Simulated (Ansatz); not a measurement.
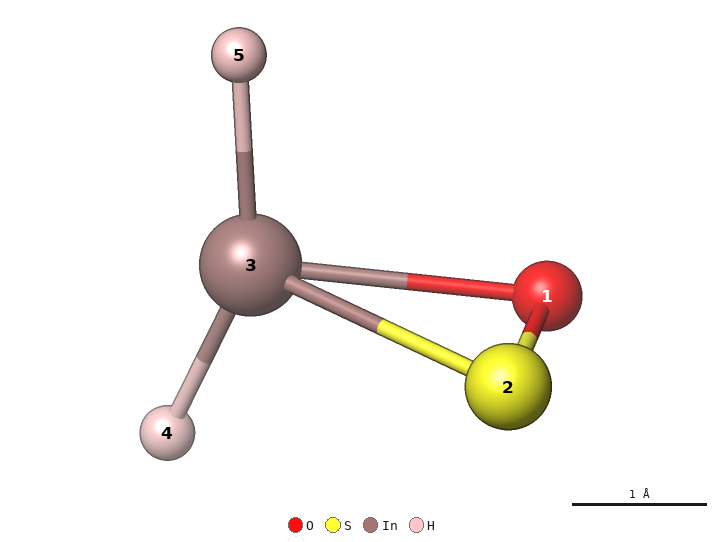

Simulated data, not a measurement (program: Ansatz).

Orthographic view. Depth is shown by fading: the farther an atom, the more it takes the colour of the background. Charge 0, doublet. Geometry: moved along internal coordinates away from the minimum.

Give the geometry as a Z-matrix, atoms in numerical order, with these reference atoms: 2 to 1; 3 to 1, 2; 4 to 3, 1, 2; 5 to 3, 4, 1.

```
O  
S    1   1.582
In   1   2.235   2    80.4
H    3   1.693   1   105.7   2   -99.2
H    3   1.693   4   151.2   1   149.0
```
